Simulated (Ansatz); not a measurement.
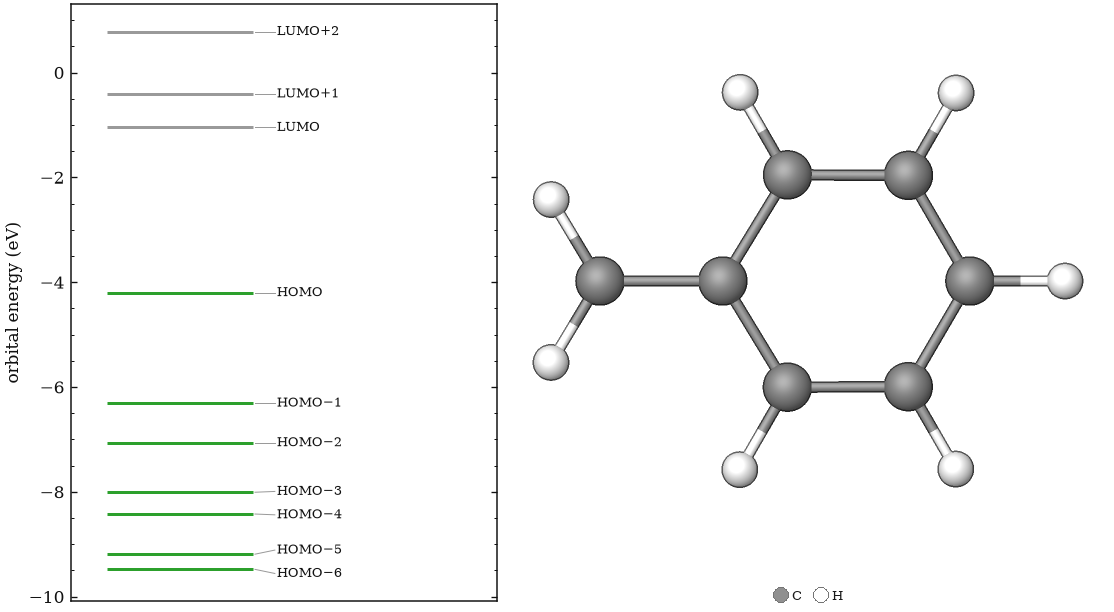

C₇H₇, SMILES [CH2]c1ccccc1, doublet. Kohn-Sham orbital energies near the frontier (alpha spin), BLYP/def2-TZVPP in the Ansatz code 0.2.0, at a PBE0-D4/def2-TZVP geometry (a minimum by its frequencies), isolated molecule; empty levels in grey, levels within 0.03 eV side by side.

> Where do the highest filled and lowest empty alpha orbitals lie?

HOMO at −4.20 eV, LUMO at −1.05 eV, 3.15 eV apart.

> How far below the HOMO does the next level lie?

2.11 eV.

> List the levels.

| orbital | energy (eV) |
| --- | --- |
| LUMO+2 | 0.78 |
| LUMO+1 | −0.41 |
| LUMO | −1.05 |
| HOMO | −4.20 |
| HOMO−1 | −6.31 |
| HOMO−2 | −7.06 |
| HOMO−3 | −8.01 |
| HOMO−4 | −8.42 |
| HOMO−5 | −9.19 |
| HOMO−6 | −9.48 |

Note: empty levels above zero depend strongly on the basis.
